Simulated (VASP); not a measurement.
# BW2 under strain, part 4 of 4

How does the pressure of BW2 answer to a change of volume? The bands are shown for each cell. All runs use LDA. Left out of this account: 1 further run (fields: a reference on another mesh). The start is a cell from a database of measured crystal structures.

VASP 6.6.1; LDA; plane waves and PAW (B, W).

Still holding for the runs below: Spin-orbit coupling is off here; with elements this heavy it splits and shifts levels by tenths of an eV or more.

So far, pressure (GPa): step 2 (bands, cell as listed) -10.3; step 3 (cell volume +4.0 %) -22.0; step 4 (cell volume +8.0 %) -31.5; step 5 (bands, sheared, principal strains -0.9, -0.1, +1.0 %) -10.2; step 6 (cell volume -4.0 %) 4.29.

## Step 7: Bands, volume times 0.92

The cell is scaled evenly once more. A prediction first. A parabola through the 4 pressures of evenly scaled cells so far, P = -10.24 -328.2 t +675 t² GPa with t = ln(V/V₁) and V₁ the volume at scale 1, gives 21.82 GPa at t = -0.0834.

INCAR

```
SYSTEM = BW2
PREC = Accurate
ENCUT = 420
EDIFF = 1E-06
NELM = 100
ISMEAR = -1
SIGMA = 0.05
LREAL = .FALSE.
ALGO = Normal
GGA = CA
NBANDS = 31
LASPH = .TRUE.
LORBIT = 11
LWAVE = .FALSE.
LCHARG = .FALSE.
KPAR = 4
```

POSCAR

```
BW2
1.0
   -2.7076872922      2.7076872922      2.3069806958
    2.7076872922     -2.7076872922      2.3069806958
    2.7076872922      2.7076872922     -2.3069806958
B W
2 4
Direct
    0.2500000000      0.2500000000      0.0000000000
    0.7500000000      0.7500000000      0.0000000000
    0.6692000000      0.1692000000      0.8384000000
    0.1692000000      0.3308000000      0.5000000000
    0.3308000000      0.8308000000      0.1616000000
    0.8308000000      0.6692000000      0.5000000000
```

KPOINTS

```
Automatic mesh
0
Gamma
8 8 8
0 0 0
```

KPOINTS_OPT

```
Line mode
16
Line-mode
Reciprocal
  0.00000000   0.00000000   0.00000000 GAMMA
  0.00000000   0.00000000   0.50000000 X

  0.00000000   0.00000000   0.50000000 X
 -0.50000000   0.50000000   0.50000000 M

 -0.50000000   0.50000000   0.50000000 M
  0.00000000   0.00000000   0.00000000 GAMMA

  0.00000000   0.00000000   0.00000000 GAMMA
  0.43148090   0.43148090  -0.43148090 Z

  0.43148090   0.43148090  -0.43148090 Z
  0.25000000   0.25000000   0.25000000 P

  0.25000000   0.25000000   0.25000000 P
  0.00000000   0.50000000   0.00000000 N

  0.00000000   0.50000000   0.00000000 N
 -0.43148090   0.56851910   0.43148090 Z1

 -0.43148090   0.56851910   0.43148090 Z1
 -0.50000000   0.50000000   0.50000000 M

  0.00000000   0.00000000   0.50000000 X
  0.25000000   0.25000000   0.25000000 P
```

PAW data sets: B and W (LDA family, release 64).

Run with:

```
mpirun -np 4 vasp_std
```

The log of the run:

```text
[... set-up lines as in an earlier step ...]
 entering main loop
       N       E                     dE             d eps       ncg     rms          rms(c)
DAV:   1     0.605056859184E+02    0.60506E+02   -0.11628E+04  3658   0.742E+02
DAV:   2    -0.731762270677E+02   -0.13368E+03   -0.12411E+03  4342   0.206E+02
DAV:   3    -0.787291659922E+02   -0.55529E+01   -0.53542E+01  4722   0.360E+01
DAV:   4    -0.787804179879E+02   -0.51252E-01   -0.51121E-01  4151   0.355E+00
DAV:   5    -0.787807698965E+02   -0.35191E-03   -0.35174E-03  4732   0.243E-01    0.571E+01
DAV:   6    -0.739170148522E+02    0.48638E+01   -0.57591E+00  4509   0.142E+01    0.237E+01
DAV:   7    -0.733607793219E+02    0.55624E+00   -0.19658E+00  4142   0.613E+00    0.907E+00
DAV:   8    -0.732698747456E+02    0.90905E-01   -0.13522E-01  4605   0.162E+00    0.575E-01
DAV:   9    -0.732651416422E+02    0.47331E-02   -0.13701E-02  4192   0.489E-01    0.449E-01
DAV:  10    -0.732645092597E+02    0.63238E-03   -0.17888E-03  4628   0.181E-01    0.477E-02
DAV:  11    -0.732644778824E+02    0.31377E-04   -0.16314E-04  4258   0.581E-02    0.259E-02
DAV:  12    -0.732644766605E+02    0.12219E-05   -0.98780E-06  4423   0.145E-02    0.509E-03
DAV:  13    -0.732644767813E+02   -0.12073E-06   -0.48309E-07  2760   0.336E-03
   1 F= -.73264477E+02 E0= -.73247673E+02  d E =-.336067E-01
 Start KPOINTS_OPT (optional k-point list driver)
k-point batch [1-59\144]
       N       E                     dE             ncg
DAV:   1     0.165881081271E+05   -0.13666E+05     3658
DAV:   2     0.882688215511E+04   -0.77612E+04     4263
DAV:   3     0.849453678918E+04   -0.33235E+03     4666
DAV:   4     0.849148102692E+04   -0.30558E+01     4220
DAV:   5     0.849145619762E+04   -0.24829E-01     4694
DAV:   6     0.849145574633E+04   -0.45129E-03     4179
DAV:   7     0.849145573355E+04   -0.12780E-04     4265
DAV:   8     0.849145573310E+04   -0.44526E-06     3004
[...]
k-point batch [119-144\144]
       N       E                     dE             ncg
DAV:   1     0.361152438410E+05   -0.14448E+05     1612
DAV:   2     0.326367600792E+05   -0.34785E+04     1926
DAV:   3     0.324941662342E+05   -0.14259E+03     2021
DAV:   4     0.324931115200E+05   -0.10547E+01     1835
DAV:   5     0.324931042751E+05   -0.72449E-02     2035
DAV:   6     0.324931041661E+05   -0.10905E-03     1816
DAV:   7     0.324931041636E+05   -0.24787E-05     1781
DAV:   8     0.324931041635E+05   -0.80909E-07     1334
```

The job ended after 26 s (4 MPI ranks of Intel Xeon 6975P-C (Granite Rapids), shared host; peak memory 0.96 GiB).

Parts of OUTCAR (step 7):

```text
   ENCUT  =  420.0 eV  30.87 Ry    5.56 a.u.   7.47  7.47  7.47*2*pi/ulx,y,z

   NELECT =      30.0000    total number of electrons

 E-fermi :   9.3825

 k-point     1 :       0.0000    0.0000    0.0000
  band No.  band energies     occupation
    ...
     11       5.9410      2.00000
     12       6.4919      2.00000
     13       7.7266      2.00000
     14       8.1153      2.00000
     15       9.3878      0.94658
     16      10.1480      0.00000
     17      10.1480      0.00000
     18      10.9194      0.00000
     19      12.0533      0.00000
     20      12.0533      0.00000
    ...

  Total        9.1614966      9.1614966      9.9001652      0.0000000      0.0000000      0.0000000
  in kB      216.9581860    216.9581860    234.4509825      0.0000000      0.0000000      0.0000000
  external PRESSURE =     222.7891182 kB  Pullay stress =       0.0000000 kB

 POSITION                                       TOTAL-FORCE (eV/Angst)
 -----------------------------------------------------------------------------------
      0.00000      0.00000      1.15349        -0.000000      0.000000      0.000000
      0.00000      0.00000      3.46047        -0.000000      0.000000      0.000000
      0.91628      3.62397      0.00000         0.046172      0.046172      0.000000
      1.79141      0.91628     -0.00000        -0.046172      0.046172      0.000000
      1.79141     -0.91628      2.30698        -0.046172     -0.046172     -0.000000
      0.91628      1.79141      2.30698         0.046172     -0.046172      0.000000
 -----------------------------------------------------------------------------------
    total drift:                               -0.000000      0.000000      0.000000

  FREE ENERGIE OF THE ION-ELECTRON SYSTEM (eV)
  ---------------------------------------------------
  free  energy   TOTEN  =       -73.2644767813 eV

  energy  without entropy=      -73.2308700855  energy(sigma->0) =      -73.24767343

[... 4 parts as in an earlier step ...]

[... 12 further parts left out ...]
```

This step gave:

| Quantity | Value |
| --- | --- |
| electronic steps | 13 |
| free energy (TOTEN) | -73.2645 eV |
| energy at zero smearing | -73.2477 eV |
| Fermi energy | 9.383 eV |
| pressure | 22.28 GPa |

Electronic bands along the path, in eV, zero at the Fermi level; # counts the bands kept:

```
    point    #11    #12    #13    #14    #15    #16   #17   #18
        Γ  -2.89  -1.66  -1.27   0.01   0.77   0.77  1.54  2.67
        X  -2.35  -1.43  -0.62  -0.60   0.36   0.46  0.78  3.12
        M  -2.12  -2.12  -1.98  -1.25  -0.01  -0.01  0.13  1.56
        Γ  -2.89  -1.66  -1.27   0.01   0.77   0.77  1.54  2.67
        Z  -2.09  -2.09  -1.54  -0.77  -0.47  -0.47  0.58  0.99
        P  -3.49  -2.18  -2.18   0.12   0.12   1.60  1.60  2.88
        N  -3.22  -1.67  -1.67   0.28   0.28   2.13  2.13  2.79
       Z1  -2.09  -2.09  -1.54  -0.77  -0.47  -0.47  0.58  0.99
        M  -2.12  -2.12  -1.98  -1.25  -0.01  -0.01  0.13  1.56
jump to X  -2.35  -1.43  -0.62  -0.60   0.36   0.46  0.78  3.12
        P  -3.49  -2.18  -2.18   0.12   0.12   1.60  1.60  2.88
```

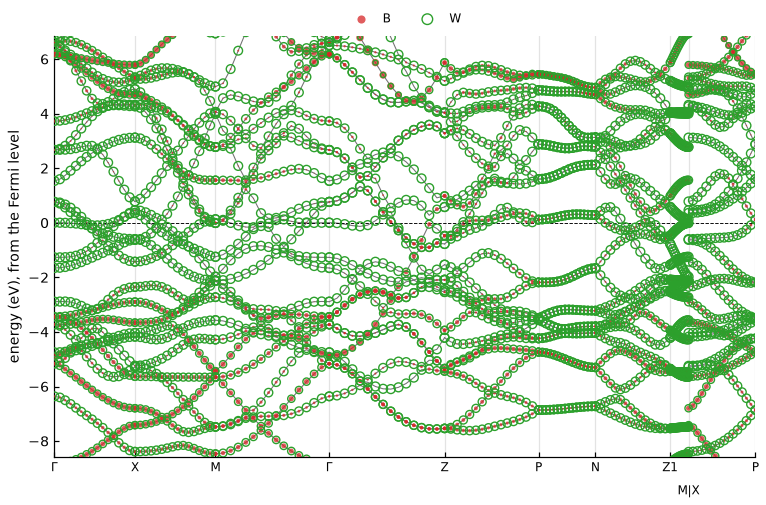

Electronic bands along the path; dots are coloured as in the legend, and their area grows with the weight.

 The pressure is 22.28 GPa. The parabola predicted 21.82 GPa, -0.46 GPa off.

## Step 8: Bands, atoms displaced by up to 0.04 Å

The atoms are moved off their sites at random, as a crude picture of disorder.

INCAR is that of step 7.

POSCAR

```
BW2
1.0
   -2.7840000000      2.7840000000      2.3720000000
    2.7840000000     -2.7840000000      2.3720000000
    2.7840000000      2.7840000000     -2.3720000000
B W
2 4
Direct
    0.2475380000      0.2445420000      0.0003030000
    0.7502470000      0.7504690000      0.0015310000
    0.6667160000      0.1651080000      0.8391390000
    0.1617340000      0.3232490000      0.4921750000
    0.3330640000      0.8311290000      0.1629370000
    0.8321630000      0.6708380000      0.5046770000
```

KPOINTS is that of step 7.

KPOINTS_OPT is that of step 7.

Run with:

```
mpirun -np 4 vasp_std
```

The log of the run:

```text
[... set-up lines as in an earlier step ...]
 entering main loop
       N       E                     dE             d eps       ncg     rms          rms(c)
DAV:   1     0.526219907401E+02    0.52622E+02   -0.11373E+04 16120   0.734E+02
DAV:   2    -0.733695784735E+02   -0.12599E+03   -0.11659E+03 19212   0.197E+02
DAV:   3    -0.789122238658E+02   -0.55426E+01   -0.53325E+01 20855   0.353E+01
DAV:   4    -0.789710737023E+02   -0.58850E-01   -0.58661E-01 18473   0.373E+00
DAV:   5    -0.789715590549E+02   -0.48535E-03   -0.48513E-03 20792   0.280E-01    0.497E+01
DAV:   6    -0.740427740529E+02    0.49288E+01   -0.64647E+00 20300   0.142E+01    0.195E+01
DAV:   7    -0.735230466554E+02    0.51973E+00   -0.19984E+00 18440   0.611E+00    0.790E+00
DAV:   8    -0.734282011584E+02    0.94845E-01   -0.18496E-01 20419   0.186E+00    0.507E-01
DAV:   9    -0.734234980377E+02    0.47031E-02   -0.15194E-02 18759   0.519E-01    0.393E-01
DAV:  10    -0.734226837834E+02    0.81425E-03   -0.91645E-04 21094   0.159E-01    0.214E-01
DAV:  11    -0.734224961372E+02    0.18765E-03   -0.47615E-04 20007   0.934E-02    0.455E-02
DAV:  12    -0.734224764190E+02    0.19718E-04   -0.64915E-05 18796   0.375E-02    0.109E-02
DAV:  13    -0.734224768025E+02   -0.38344E-06   -0.31704E-06 18212   0.955E-03
   1 F= -.73422477E+02 E0= -.73405535E+02  d E =-.338842E-01
 Start KPOINTS_OPT (optional k-point list driver)
k-point batch [1-144\144]
       N       E                     dE             ncg
DAV:   1     0.428915373021E+05   -0.65107E+05     8928
DAV:   2     0.247466667324E+05   -0.18145E+05    10794
DAV:   3     0.239547299222E+05   -0.79194E+03    11114
DAV:   4     0.239472680268E+05   -0.74619E+01    10209
DAV:   5     0.239472011299E+05   -0.66897E-01    11391
DAV:   6     0.239471997296E+05   -0.14003E-02    10171
DAV:   7     0.239471996856E+05   -0.43995E-04    10267
DAV:   8     0.239471996840E+05   -0.16002E-05     7360
DAV:   9     0.239471996839E+05   -0.12980E-06     7262
```

It took 52 s on 4 MPI ranks; peak memory 2.5 GiB; 3.4 min of CPU time.

Parts of OUTCAR (step 8):

```text
   NELECT =      30.0000    total number of electrons

 E-fermi :   8.3794

 k-point     1 :       0.0000    0.0000    0.0000
  band No.  band energies     occupation
    ...
     11       5.1608      2.00000
     12       5.6461      2.00000
     13       6.8897      2.00000
     14       7.2929      2.00000
     15       8.3840      0.95398
     16       9.0056      0.00001
     17       9.1690      0.00000
     18       9.7568      0.00000
     19      10.7342      0.00000
     20      10.8046      0.00000
    ...

  Total       -4.5681305     -5.0307191     -4.3495090      0.0570520     -0.1106108     -0.0109649
  in kB      -99.5258627   -109.6042791    -94.7627542      1.2429919     -2.4098771     -0.2388919
  external PRESSURE =    -101.2976320 kB  Pullay stress =       0.0000000 kB

 POSITION                                       TOTAL-FORCE (eV/Angst)
 -----------------------------------------------------------------------------------
     -0.00750      0.00918      1.16650         0.083235     -0.103269      0.184604
      0.00488      0.00364      3.55607        -0.212646     -0.013258     -0.163261
      0.93969      3.73264     -0.01735         0.161105      0.042967      0.225685
      1.81987      0.92056     -0.01706         0.310756      0.627029      0.195215
      1.84023     -0.93300      2.37498        -0.166487     -0.220241     -0.303869
      0.95589      1.85415      2.36802        -0.175963     -0.333227     -0.138374
 -----------------------------------------------------------------------------------
    total drift:                                0.000139     -0.000014     -0.000003

  FREE ENERGIE OF THE ION-ELECTRON SYSTEM (eV)
  ---------------------------------------------------
  free  energy   TOTEN  =       -73.4224768025 eV

  energy  without entropy=      -73.3885926392  energy(sigma->0) =      -73.40553472

[... 5 parts as in an earlier step ...]

[... 12 further parts left out ...]
```

This step gave:

| Property | Result |
| --- | --- |
| irreducible k points | 260 |
| symmetry operations | 1 |
| free energy (TOTEN) | -73.4225 eV |
| energy at zero smearing | -73.4055 eV |
| Fermi energy | 8.379 eV |
| pressure | -10.13 GPa |

Electronic bands along the path, in eV, zero at the Fermi level; # counts the bands kept:

```
    point    #12    #13    #14    #15    #16    #17   #18   #19
        Γ  -2.73  -1.49  -1.09   0.00   0.63   0.79  1.38  2.35
        X  -2.21  -1.23  -0.56  -0.52   0.28   0.46  0.73  2.75
        M  -1.95  -1.87  -1.84  -1.04  -0.02   0.12  0.16  1.41
        Γ  -2.73  -1.49  -1.09   0.00   0.63   0.79  1.38  2.35
        Z  -1.90  -1.84  -1.31  -0.88  -0.42  -0.28  0.56  0.92
        P  -3.16  -2.05  -2.04   0.10   0.13   1.43  1.46  2.58
        N  -2.86  -1.66  -1.64   0.25   0.31   1.89  1.92  2.43
       Z1  -1.90  -1.84  -1.31  -0.88  -0.42  -0.28  0.56  0.92
        M  -1.95  -1.87  -1.84  -1.04  -0.02   0.12  0.16  1.41
jump to X  -2.21  -1.23  -0.56  -0.52   0.28   0.46  0.73  2.75
        P  -3.16  -2.05  -2.04   0.10   0.13   1.43  1.46  2.58
```

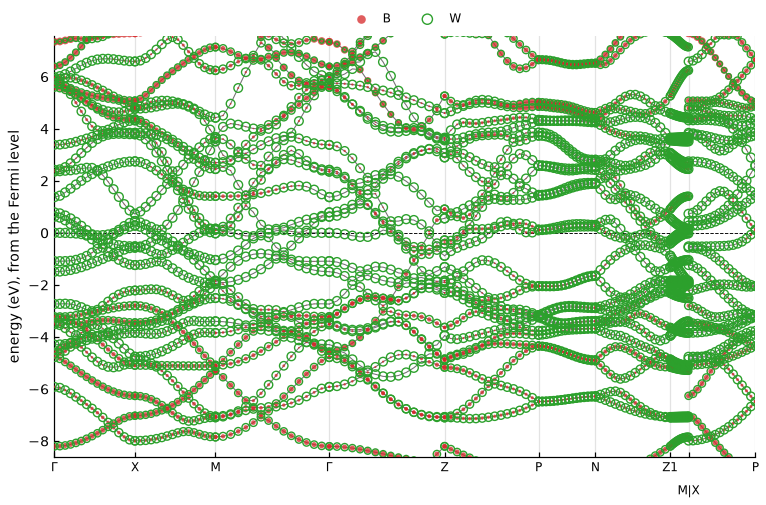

Electronic bands along the path; dots are coloured as in the legend, and their area grows with the weight.

Force by atom:

```
atom  x (eV/Å)  y (eV/Å)  z (eV/Å)   size
  B1     0.083    -0.103     0.185  0.227
  B2    -0.213    -0.013    -0.163  0.268
  W3     0.161     0.043     0.226  0.281
  W4     0.311     0.627     0.195  0.727
  W5    -0.166    -0.220    -0.304  0.411
  W6    -0.176    -0.333    -0.138  0.401
```

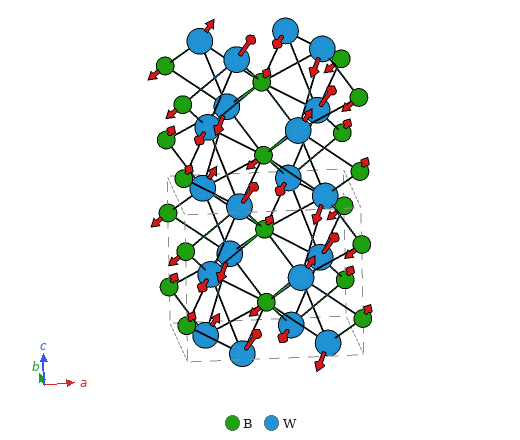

Force as arrows, the longest 0.727 eV/Å. 1×1×2 conventional cells are drawn. Some periodic images of atoms are drawn too.

 The pressure is -10.13 GPa, and the symmetry operations fall from 16 to 1.

## Step 9: Side by side

| cell | mesh | pressure (GPa) | gap (eV) |
| --- | --- | --- | --- |
| cell as listed | 8×8×8 | -10.28 | none |
| volume times 1.04 | 8×8×8 | -22.04 | none |
| volume times 1.08 | 8×8×8 | -31.51 | none |
| sheared, principal strains -0.9, -0.1, +1.0 % | 8×8×8 | -10.20 | none |
| volume times 0.96 | 8×8×8 | 4.29 | none |
| volume times 0.92 | 8×8×8 | 22.28 | none |
| atoms displaced by up to 0.04 Å | 8×8×8 | -10.13 | none |

## Step 10: Summary of results

```yaml
pressure_cell_as_listed: -10.3 GPa
pressure_volume_times_1p04: -22.0 GPa
pressure_volume_times_1p08: -31.5 GPa
pressure_sheared_principal_strains_minus_0p9_minus_0p1_plus_1p0: -10.2 GPa
pressure_volume_times_0p96: 4.29 GPa
pressure_volume_times_0p92: 22.3 GPa
pressure_atoms_displaced_by_up_to_0p04_a: -10.1 GPa
bulk_modulus_at_the_listed_volume_shape_and_positions_held: 330 GPa
```

**Reading.** The slope of pressure against ln V at the listed volume gives a bulk modulus of 330 GPa at fixed shape and positions, an upper bound since the atoms bear forces (not that of equilibrium, since the cell bears -10.3 GPa there). The atoms were not relaxed in the changed cells. Spin-orbit coupling is left out, and with elements this heavy it would split and shift bands near the Fermi level.

[Lines on the potential files, build, host, timing and source positions are cut from VASP's logs without a mark.]

[Logs are printed without paths, hosts, clocks, repeated set-up lines and the standing remarks that a program may print on its own settings, such as how far it seeks lower states.]

[Hosts, paths, dates, database ids (printed as entryN), source tags and the programs' standing remarks are cut or masked in the printed files.]

[A measured line is paired with the nearest computed mode of its activity, which favours agreement.]

[In band tables of VASP the shares of atoms and orbitals are scaled to a sum of 1 inside the atoms' spheres.]

[Band numbers marked # count the bands kept; in some of these tables VASP's own numbers are higher by 1.]
